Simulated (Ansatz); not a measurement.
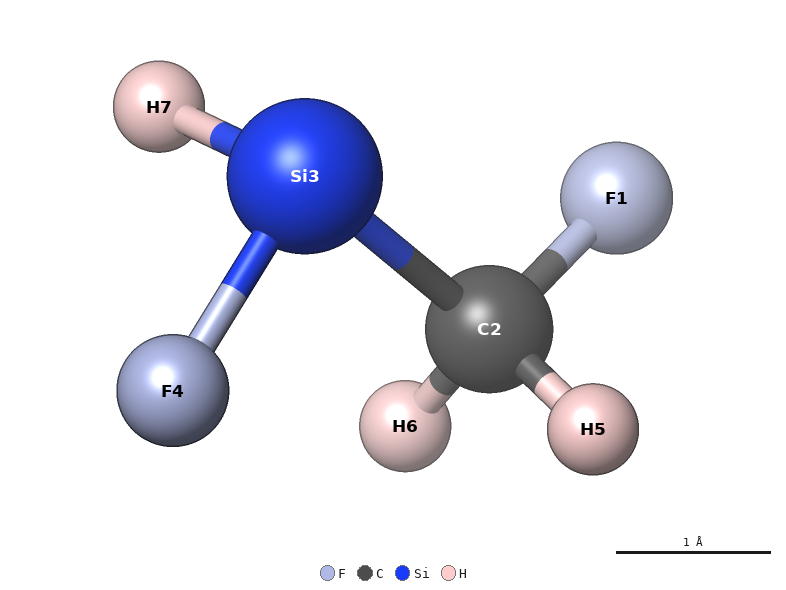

Orthographic view. Depth is shown by fading: the farther an atom, the more it takes the colour of the background. The species has charge −1 and is a spin singlet. The geometry was computed by an optimisation with PBE0-D4/def2-TZVPD. No frequency run is at hand to confirm it as a minimum.

Write a MOL file (V2000) with the atoms in numerical order, bonds sorted by atom number with the orders drawn, and coordinates in the frame of the picture: x right, y up, z towards the viewer, origin at the mean position.

```
CH3F2Si
                    3D

  7  6  0  0  0  0  0  0  0  0999 V2000
    1.4600    0.6200   -1.0600 F   0  0  0  0  0  0  0  0  0  0  0  0
    0.6400   -0.2300   -0.2900 C   0  0  0  0  0  0  0  0  0  0  0  0
   -0.5600    0.7600    0.9200 Si  0  0  0  0  0  3  0  0  0  0  0  0
   -1.4200   -0.6300    1.3800 F   0  0  0  0  0  0  0  0  0  0  0  0
    1.3100   -0.8800    0.2800 H   0  0  0  0  0  0  0  0  0  0  0  0
    0.0900   -0.8600   -1.0000 H   0  0  0  0  0  0  0  0  0  0  0  0
   -1.5100    1.2200   -0.2300 H   0  0  0  0  0  0  0  0  0  0  0  0
  1  2  1  0
  2  3  1  0
  2  5  1  0
  2  6  1  0
  3  4  1  0
  3  7  1  0
M  CHG  1   3  -1
M  END
```
